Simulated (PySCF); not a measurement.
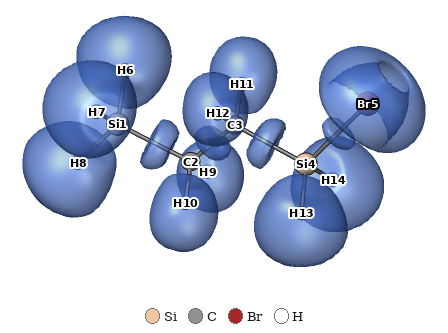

The picture shows: C2H9BrSi2 (SMILES [SiH3]CC[SiH2]Br). Isosurface of the electron localisation function at 0.8 (blue), seen at a tilt. Core shells and regions of very low density are left out.

Geometry: GFN2-xTB.

Level of theory: PBE0/def2-SVPD, SCF density, gas phase (PySCF).

The calculation's input:

```
{"job": {"kind": "uv", "xc": "PBE0", "basis": "def2-SVPD", "nstates": 8, "ntriplets": 3}, "charge": 0, "multiplicity": 1}
Si    -2.314416     0.184500    -0.449421
C     -0.651624    -0.073696     0.446042
C      0.545035     0.023812    -0.499731
Si     2.187749    -0.154375     0.420459
Br     3.821320    -0.143679    -1.088840
H     -2.467317    -0.860575    -1.462947
H     -2.293324     1.502118    -1.087293
H     -3.397639     0.109739     0.530441
H     -0.643672    -1.049734     0.936795
H     -0.543853     0.666839     1.242377
H      0.460196    -0.743749    -1.273817
H      0.517395     0.984592    -1.021576
H      2.461207     0.982113     1.290444
H      2.318265    -1.428378     1.115002
```

Run with:

```sh
OMP_NUM_THREADS=1 python probes_run.py task.json out
```

Q: Identify the bonds, lone pairs and shells in this picture.

A: The surface consists of one region between bonded Br–Si atoms (shared pairs), one region between bonded C–C atoms (shared pairs), two regions between bonded C–Si atoms (shared pairs), nine regions around hydrogen nuclei and one ring or bowl of non-bonding electrons around Br. Along the contacts the grid gives the following. C–C (1.53 Å): the ELF peaks at about 0.95 between the atoms; a covalent bond. C–Si (1.89 Å): the ELF peaks at about 0.95 between the atoms, as expected for a shared electron pair.
